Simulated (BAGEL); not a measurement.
# One shape, several levels: doublet [TiO2]+

Wanted: a comparison of 3 runs (ROHF/6-31G*, UHF/6-31G*, ROHF/aug-cc-pVDZ) of doublet [TiO2]+. 

The results are computed with BAGEL 1.2.2.

2 further runs of the same task are left out: 2 that didn't finish. Runs told in other sessions of the task aren't counted.

**1. The system as given**

[TiO2]+ has 3 atoms, charge +1, and is taken as a doublet. SMILES of the parent species: `[O]=[Ti]=[O]`. Geometry: relaxed at PBE0-D4/def2-TZVP. That shape belongs to the parent species and isn't relaxed for this state.

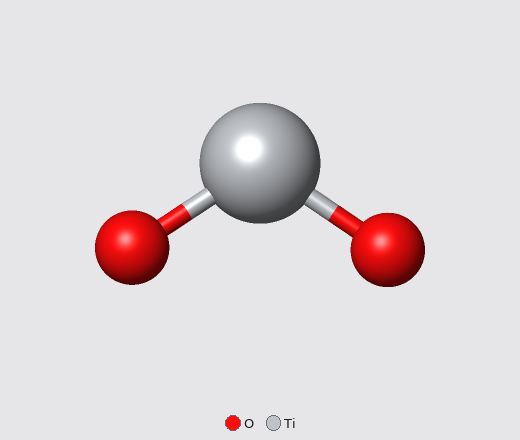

The structure, seen from a chosen angle (oxygen red, titanium light grey).

**2. The energy at ROHF/6-31G(d) (density fitting with qzvpp-jkfit, spherical functions) (run 1)**

input.json

```json
{ "bagel" : [

{
  "title" : "molecule",
  "basis" : "6-31gs.json",
  "df_basis" : "qzvpp-jkfit",
  "angstrom" : true,
  "geometry" : [
    { "atom" : "O", "xyz" : [       0.921000,       0.928800,       0.444600 ] },
    { "atom" : "Ti", "xyz" : [       0.135000,      -0.492000,       0.331600 ] },
    { "atom" : "O", "xyz" : [      -1.056100,      -0.436800,      -0.776200 ] }
  ]
},

{ "title" : "rohf", "charge" : 1, "nopen" : 1 },

{ "title" : "print", "file" : "orbitals.molden", "orbitals" : true }

]}
```

The basis set 6-31G* is read from a file made from the Basis Set Exchange's data (not shown).

Run with:

```
$ BAGEL_NUM_THREADS=1 BAGEL input.json > input.out
```

The program printed:

```text
* using 1 threads per process

  ===============================================================
  ===============================================================

  *** Geometry ***

  { "atom" : "O", "xyz" : [      1.740438,      1.755178,      0.840172 ] },
  { "atom" : "Ti", "xyz" : [      0.255113,     -0.929745,      0.626633 ] },
  { "atom" : "O", "xyz" : [     -1.995740,     -0.825432,     -1.466805 ] },

  Number of auxiliary basis functions:      418

  Since a DF basis is specified, we compute 2- and 3-index integrals:
    o Being stored without compression. Storage requirement is 0.013 GB

  Number of basis functions:       62
  Number of electrons      :       38

    * METHOD: MOLECULE                             0.30

  *** Open-shell HF ***

  === Nuclear Repulsion ===
   127.0099190101

      * DIIS with orbital gradients will be used.

  === ROHF iteration (6-31gs.json) ===
      0       -996.99502614          0.08293319           0.11
      1       -992.37645867          0.35001411           0.11
      2       -990.96678835          0.24593288           0.11
      3       -995.74388934          0.20780934           0.11
      4       -997.50995099          0.05375713           0.09
      5       -997.68267221          0.00479095           0.08
      6       -997.68861731          0.00356800           0.08
      7       -997.69117151          0.00146339           0.08
      8       -997.69203791          0.00097067           0.08
      9       -997.69212762          0.00079611           0.08
     10       -997.69245662          0.00037155           0.08
     11       -997.69248740          0.00023743           0.08
     12       -997.69252680          0.00017920           0.09
     13       -997.69253672          0.00018006           0.08
     14       -997.69257338          0.00020418           0.08
     15       -997.69253242          0.00012370           0.08
[... 33 lines of this table left out ...]
     49       -997.69254254          0.00000026           0.10
     50       -997.69254257          0.00000025           0.11
     51       -997.69254256          0.00000015           0.11
     52       -997.69254255          0.00000011           0.11
     53       -997.69254255          0.00000008           0.10
     54       -997.69254253          0.00000002           0.10
     55       -997.69254255          0.00000001           0.08
     56       -997.69254255          0.00000001           0.08
    * SCF iteration converged.

    * S^2 (ROHF) is 0.7500

    * Permanent dipole moment:
           (   -0.573748,     2.091246,    -1.409274) a.u.

    * METHOD: ROHF                                 5.31

    * METHOD: PRINT                                0.01

  ===============================================================
```

Run time: 6 s. Hardware: 1 thread of Intel Xeon Platinum 8259CL at 2.50GHz (Skylake/Cascade Lake), shared host; peak memory 0.093 GiB.

**3. The energy at UHF/6-31G(d) (density fitting with qzvpp-jkfit, spherical functions) (run 2)**

input.json

```json
{ "bagel": [

{
  "title": "molecule",
  "basis": "6-31gs.json",
  "df_basis": "qzvpp-jkfit",
  "angstrom": "true",
  "geometry": [
    { "atom": "O", "xyz": [    0.921000,    0.928800,    0.444600 ] },
    { "atom": "Ti", "xyz": [    0.135000,   -0.492000,    0.331600 ] },
    { "atom": "O", "xyz": [   -1.056100,   -0.436800,   -0.776200 ] }
  ]
},
{ "title": "uhf", "charge": 1, "nopen": 1 },
{ "title": "print", "file": "orbitals.molden", "orbitals": "true" }

]}
```

The basis set 6-31G* is read from a file made from the Basis Set Exchange's data (not shown).

Run with:

```
$ BAGEL_NUM_THREADS=1 BAGEL input.json > input.out
```

The program printed:

```text
* using 1 threads per process

  ===============================================================
  ===============================================================

  *** Geometry ***

  { "atom" : "O", "xyz" : [      1.740438,      1.755178,      0.840172 ] },
  { "atom" : "Ti", "xyz" : [      0.255113,     -0.929745,      0.626633 ] },
  { "atom" : "O", "xyz" : [     -1.995740,     -0.825432,     -1.466805 ] },

  Number of auxiliary basis functions:      418

  Since a DF basis is specified, we compute 2- and 3-index integrals:
    o Being stored without compression. Storage requirement is 0.013 GB

  Number of basis functions:       62
  Number of electrons      :       38

    * METHOD: MOLECULE                             0.26

  *** Open-shell HF ***

  === Nuclear Repulsion ===
   127.0099190101

      * DIIS with orbital gradients will be used.

  === UHF iteration (6-31gs.json) ===
      0       -996.99502614          0.08293319           0.09
      1       -992.49736673          0.34758237           0.09
      2       -991.16095636          0.24302813           0.09
      3       -995.85131527          0.20182337           0.09
      4       -997.56280049          0.04904496           0.09
      5       -997.72774101          0.00517887           0.09
      6       -997.74052750          0.00366074           0.10
      7       -997.75026908          0.00235654           0.08
      8       -997.75544370          0.00141802           0.08
      9       -997.75835365          0.00072522           0.08
     10       -997.75869079          0.00053857           0.08
     11       -997.75895809          0.00039473           0.08
     12       -997.75912879          0.00035970           0.08
     13       -997.75942708          0.00031395           0.08
     14       -997.75980427          0.00024296           0.08
     15       -997.76008841          0.00020634           0.08
[... 31 lines of this table left out ...]
     47       -997.76034762          0.00000003           0.08
     48       -997.76034762          0.00000003           0.08
     49       -997.76034762          0.00000003           0.08
     50       -997.76034762          0.00000002           0.08
     51       -997.76034762          0.00000002           0.08
     52       -997.76034762          0.00000002           0.08
     53       -997.76034762          0.00000001           0.08
     54       -997.76034762          0.00000001           0.08
    * SCF iteration converged.

    * S^2 (UHF) is 1.3233

    * Permanent dipole moment:
           (   -0.529900,     1.930791,    -1.301302) a.u.

    * METHOD: UHF                                  4.59

    * METHOD: PRINT                                0.01

  ===============================================================
```

It took 5.4 s on 1 thread of Intel Xeon Platinum 8259CL at 2.50GHz (Skylake/Cascade Lake), shared host; peak memory 0.097 GiB.

**4. A single-point energy at ROHF/aug-cc-pVDZ (density fitting with qzvpp-jkfit) (run 3)**

input.json

```json
{ "bagel" : [

{
  "title" : "molecule",
  "basis" : "aug-cc-pvdz.json",
  "df_basis" : "qzvpp-jkfit",
  "angstrom" : "true",
  "geometry" : [
    { "atom" : "O", "xyz" : [       0.921000,       0.928800,       0.444600 ] },
    { "atom" : "Ti", "xyz" : [       0.135000,      -0.492000,       0.331600 ] },
    { "atom" : "O", "xyz" : [      -1.056100,      -0.436800,      -0.776200 ] }
  ]
},

{
  "title" : "rohf",
  "charge" : 1,
  "nopen" : 1
},

{
  "title" : "print",
  "file" : "orbitals.molden",
  "orbitals" : "true"
}

]}
```

The basis set aug-cc-pVDZ is read from a file made from the Basis Set Exchange's data (not shown).

Run with:

```
$ BAGEL_NUM_THREADS=1 BAGEL input.json > input.out
```

The program printed:

```text
* using 1 threads per process

  ===============================================================
  ===============================================================

  *** Geometry ***

  { "atom" : "O", "xyz" : [      1.740438,      1.755178,      0.840172 ] },
  { "atom" : "Ti", "xyz" : [      0.255113,     -0.929745,      0.626633 ] },
  { "atom" : "O", "xyz" : [     -1.995740,     -0.825432,     -1.466805 ] },

  Number of auxiliary basis functions:      418

  Since a DF basis is specified, we compute 2- and 3-index integrals:
    o Being stored without compression. Storage requirement is 0.037 GB

  Number of basis functions:      105
  Number of electrons      :       38

    * METHOD: MOLECULE                             0.43

  *** Open-shell HF ***

  === Nuclear Repulsion ===
   127.0099190101

      * DIIS with orbital gradients will be used.

  === ROHF iteration (aug-cc-pvdz.json) ===
      0       -997.20268567          0.04617147           0.16
      1       -994.24016489          0.18032005           0.15
      2       -993.58827823          0.13693446           0.16
      3       -997.46235788          0.04690696           0.15
      4       -997.77419455          0.00557035           0.15
      5       -997.78577518          0.00241071           0.15
      6       -997.78997657          0.00135075           0.15
      7       -997.79314048          0.00098589           0.15
      8       -997.79441393          0.00051135           0.16
      9       -997.79507691          0.00034655           0.17
     10       -997.79522260          0.00030418           0.16
     11       -997.79535719          0.00014495           0.15
     12       -997.79539015          0.00011905           0.16
     13       -997.79542192          0.00013458           0.15
     14       -997.79541506          0.00012059           0.16
     15       -997.79538856          0.00006064           0.15
[... 52 lines of this table left out ...]
     68       -997.79539768          0.00000001           0.15
     69       -997.79539768          0.00000001           0.15
     70       -997.79539768          0.00000001           0.15
     71       -997.79539768          0.00000001           0.16
     72       -997.79539768          0.00000001           0.16
     73       -997.79539768          0.00000001           0.15
     74       -997.79539768          0.00000001           0.15
     75       -997.79539768          0.00000001           0.15
    * SCF iteration converged.

    * S^2 (ROHF) is 0.7500

    * Permanent dipole moment:
           (   -0.563585,     2.054243,    -1.384327) a.u.

    * METHOD: ROHF                                12.16

    * METHOD: PRINT                                0.03

  ===============================================================
```

Run time: 13 s. Hardware: 1 thread of Intel Xeon Platinum 8259CL at 2.50GHz (Skylake/Cascade Lake), shared host; peak memory 0.14 GiB.

**5. All runs side by side**

```csv
run,level,energy (Eh),⟨S²⟩,wall time
1,"ROHF/6-31G* (density fitting with qzvpp-jkfit, spherical functions)",-997.692543,0.750,6 s
2,"UHF/6-31G* (density fitting with qzvpp-jkfit, spherical functions)",-997.760348,1.323,5.4 s
3,ROHF/aug-cc-pVDZ (density fitting with qzvpp-jkfit),-997.795398,0.750,13 s
```

**6. What came out**

| quantity | value |
| --- | --- |
| run 3: total energy | -997.79540 Eh |
| run 3: ⟨S²⟩ | 0.750 |

**Reading.** Spin contamination of the reference: run 2 ⟨S²⟩ = 1.32. All runs together took 25 s, the longest 13 s.
